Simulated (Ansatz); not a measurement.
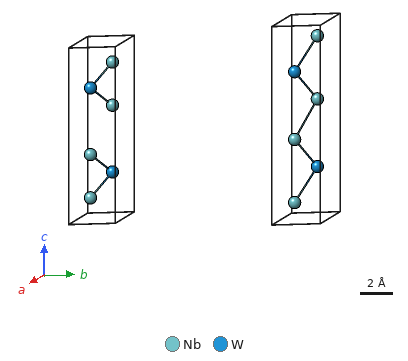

Two geometries of solid Nb2W (built on the 2H molybdenite_194 type) (coarse preliminary run), drawn at one scale. One is the start of a relaxation, the other its converged end. Style: ball-and-stick. Shown: the cell of the calculation, slightly off an axis.

Level of theory: DFT PBE, scalar-relativistic, plane waves, PAW in Ansatz 0.2.0. (plane-wave cutoff 420 eV; k-point mesh 6 × 6 × 2; occupations gaussian; smearing width 0.1 eV; no spin polarisation; cell and atoms relaxed; force threshold 0.04 eV/Å; at most 70 steps)

Which geometry has the lower energy?

The right one is the relaxed one. Case: 2H molybdenite type (P6_3/mmc, No. 194). The largest moves relative to the cell, 0.48 Å, are those of Nb atoms. W stays in place. Cell: a = b 2.986 → 3.098 Å (+3.8 %), c 11.615 → 13.056 Å (+12.4 %). Volume +21.0 %. Among the contacts that change: Nb–Nb 2.846 → 4.152 Å, Nb–W 2.235 → 2.740 Å, Nb–Nb 3.427 → 2.974 Å, W–W 2.986 → 3.098 Å. The space group stays P6_3/mmc (No. 194). After 7 accepted moves (10 points after the start) the energy has fallen by 2783 meV per atom. Largest force component: 14 eV/Å at the start, 0.0057 eV/Å at the end. The pressure goes from 125.82 to −0.07 GPa. The line search rejected the trial step at point 8 of the run. The SCF was repeated twice at an unchanged geometry on a basis and grid sized afresh for the cell, which shifted the energy by 1.4 meV per atom at most.
